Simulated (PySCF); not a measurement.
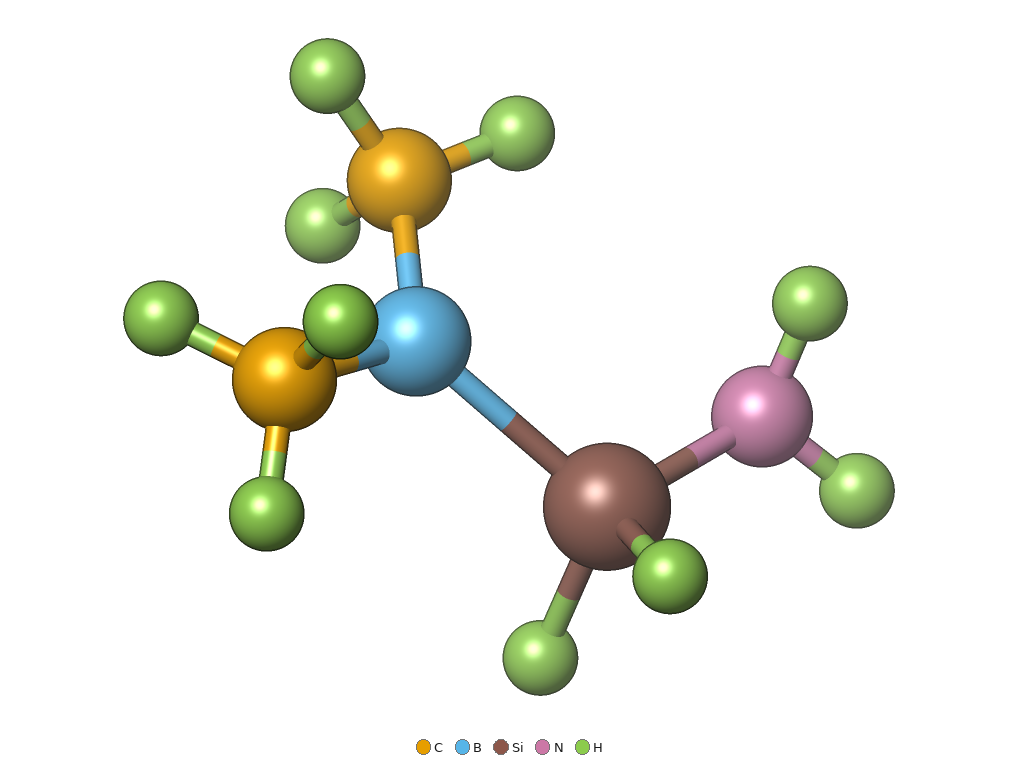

Computed geometry: PBE0-D3(BJ)/def2-SVP optimisation. No frequency run is at hand to confirm it as a minimum.

Give the structural formula.

SMILES: CB(C)[SiH2]N

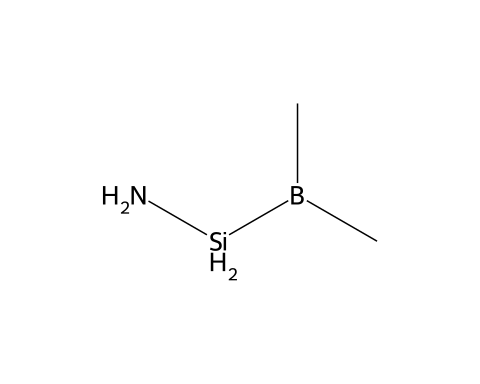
